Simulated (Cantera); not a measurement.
Input: 1 mol LiCl, 6.1 mol H2, a varied amount of N2, at 1323.15 K and 1.00 Torr.

Equilibrium computed with Cantera from the NASA thermochemical tables; the gas is ideal and each condensed phase is pure. Candidate condensed phases: Li, LiCl, LiH, Li3N, NH4Cl; 19 gas species. Kinetics and transport are ignored.

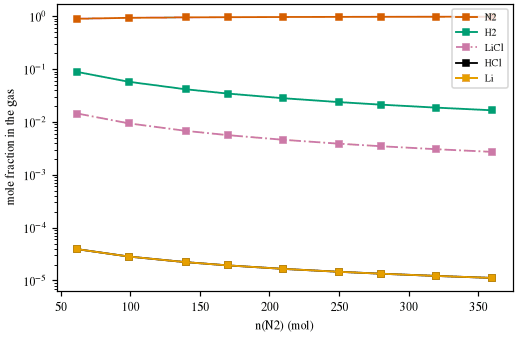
Fig. 1. Equilibrium gas composition (values under 1e-9 drawn at 1e-9)

From 62 mol N2 to 360 mol N2 nothing is condensed. The main Li-bearing gas is LiCl throughout.
